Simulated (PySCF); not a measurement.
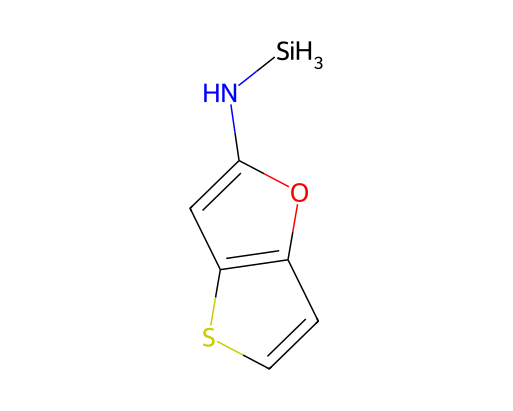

2D structure.

Give its SMILES.

[SiH3]Nc1cc2sccc2o1

Give the formula, hydrogens included.

C6H7NOSSi.

More results for the same structure follow; atom numbers are the same in all pictures, views and colours differ. The computed structure is the end point of a GFN2-xTB optimisation. No frequency run is at hand to confirm it as a minimum.

**Shape**

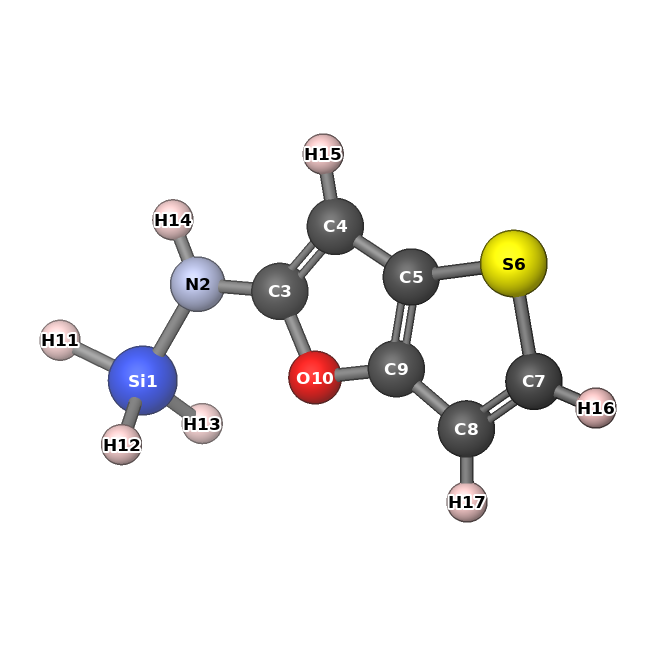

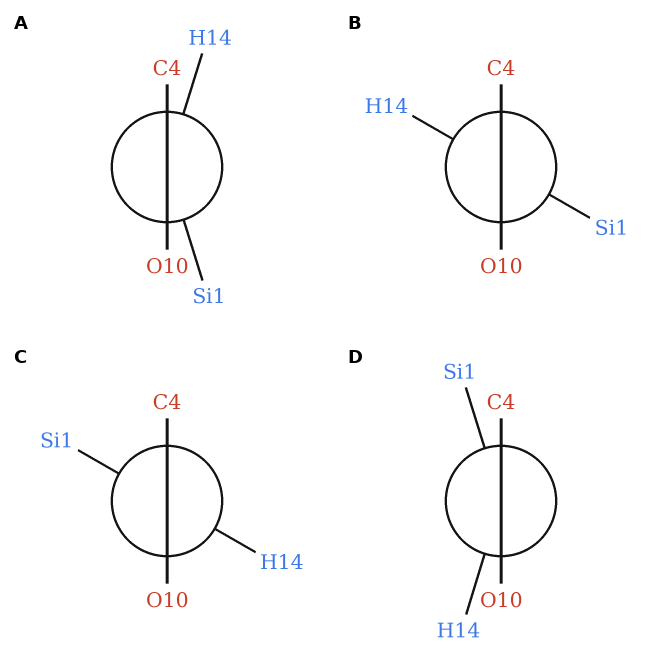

Atoms fade into the background with distance from the viewer. Bonds that would overlap in a projection are set slightly apart. No frequency run is at hand to confirm it as a minimum.

Which Newman projection shows the view along C3–N2, with C3 in front?

A. The torsion angle O10–C3–N2–Si1 is 0°, synperiplanar (eclipsed).

**Electronic properties**

No frequency run is at hand to confirm it as a minimum. Level of theory: PBE0/pcSseg-1, gas phase (PySCF 2.14.0).

Computed properties:

- dipole moment: 1.98 D
- HOMO energy (Kohn–Sham orbital): −5.32 eV
- LUMO energy (Kohn–Sham orbital): −0.19 eV
- HOMO–LUMO gap: 5.13 eV

**NMR shielding**

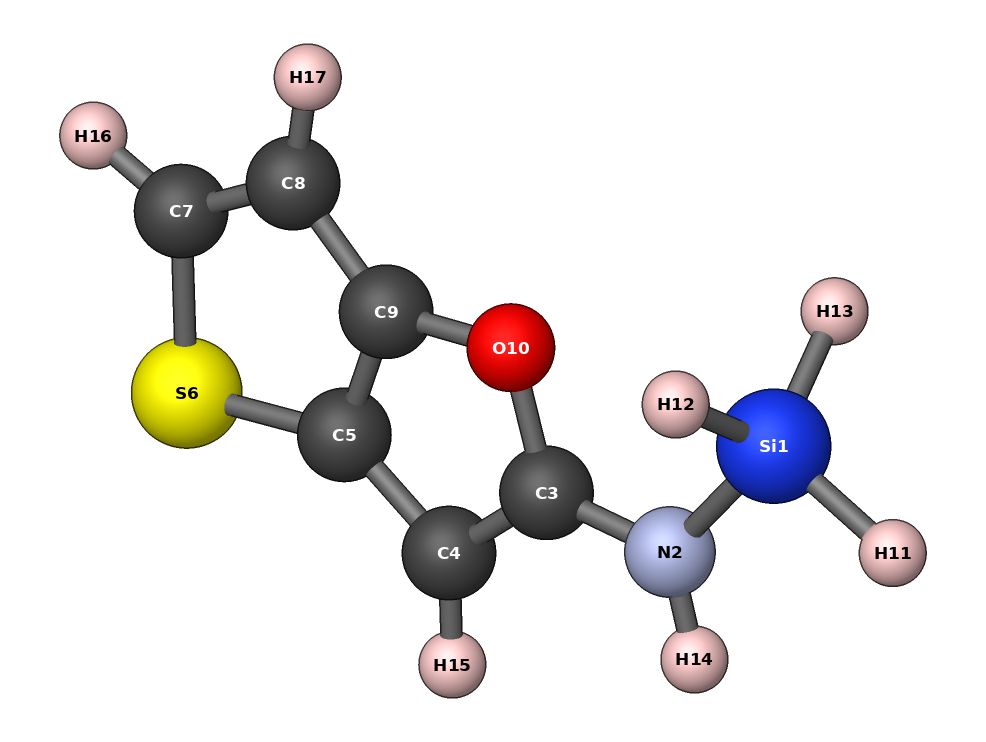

No frequency run is at hand to confirm it as a minimum. Level of theory: GIAO PBE0/pcSseg-1 NMR shielding, non-relativistic, gas phase (PySCF 2.14.0). Principal shieldings σ11 ≤ σ22 ≤ σ33, span Ω = σ33 − σ11, skew κ = 3(σiso − σ22)/Ω.

Give the shielding tensors of the Si atoms.

| atom | σ11 | σ22 | σ33 | σiso | Ω | κ |
| --- | --- | --- | --- | --- | --- | --- |
| Si1 | 372.4 | 410.5 | 456.7 | 413.2 | 84.3 | 0.09 |

Shieldings and span in ppm.

**Charges**

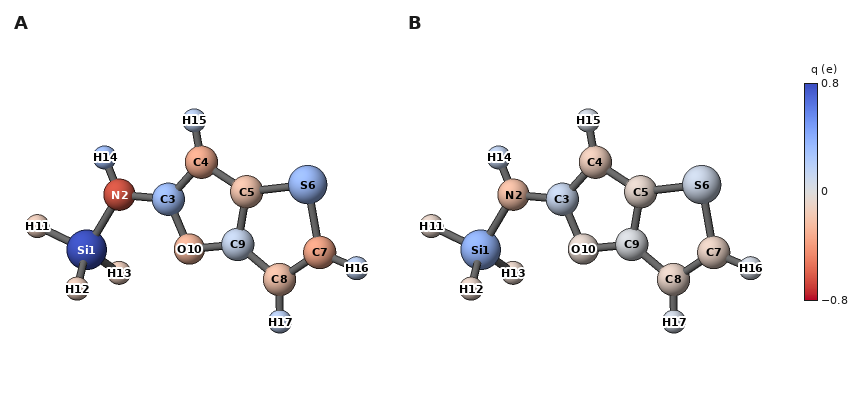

Atomic charges of one calculation by 2 schemes, on one colour scale. No frequency run is at hand to confirm it as a minimum. Method: PBE0/pcSseg-1 (PySCF 2.14.0).

The schemes are Hirshfeld, IAO. Which panel shows which?

A IAO, B Hirshfeld.

List the charges (e), one line for each set of equivalent atoms. Atoms whose distances differ by more than 0.02 Å in this geometry are listed apart.

```
atom    IAO  Hirshfeld
 Si1   0.76       0.35
  N2  −0.62      −0.21
  C3   0.30       0.12
  C4  −0.30      −0.13
  C5  −0.19      −0.07
  S6   0.32       0.09
  C7  −0.33      −0.10
  C8  −0.20      −0.08
  C9   0.12       0.02
 O10  −0.26      −0.06
 H11  −0.13      −0.08
 H12  −0.13      −0.08
 H13  −0.13      −0.08
 H14   0.29       0.14
 H15   0.17       0.05
 H16   0.17       0.05
 H17   0.17       0.06
```

The geometry is semi-empirical. Around Si such bond lengths and angles can be off by a tenth of an ångström or more and by several degrees, and values that hang on the shape move with them.
